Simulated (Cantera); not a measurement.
Charge: 1 mol Ti(OiPr)4, a varied amount of O2, 240 mol H2, at 1273.15 K and 1.00 bar.

These are equilibrium values from Cantera (NASA tables, ideal gas, pure condensed phases), not measurements of a reactor. Candidate condensed phases: C, C6H6, C7H8, C8H18, H2O, Ti, TiC, TiO, TiO2, Ti2O3, Ti3O5, Ti4O7; 113 gas species. The feed counts by its element totals alone. Mutual solubility and eutectic melting of coexisting phases are not modelled. Condensed phases not in the tables: Magnéli phases beyond Ti4O7. Gases not in the tables: TiO(OH)2. Rates play no part.

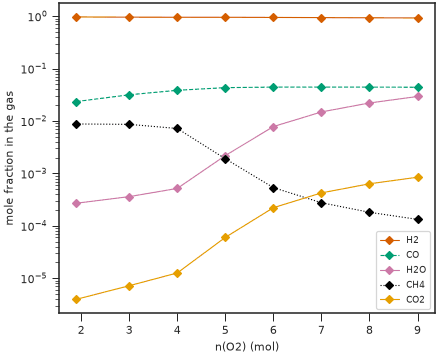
Figure: Equilibrium gas composition (values under 1e-9 drawn at 1e-9)

Question: Read off the mole fractions at 4 mol O2.

Answer: H2 about 0.95, CO about 0.039, CH4 about 0.0072, H2O about 0.00052, CO2 about 1.3e-5.
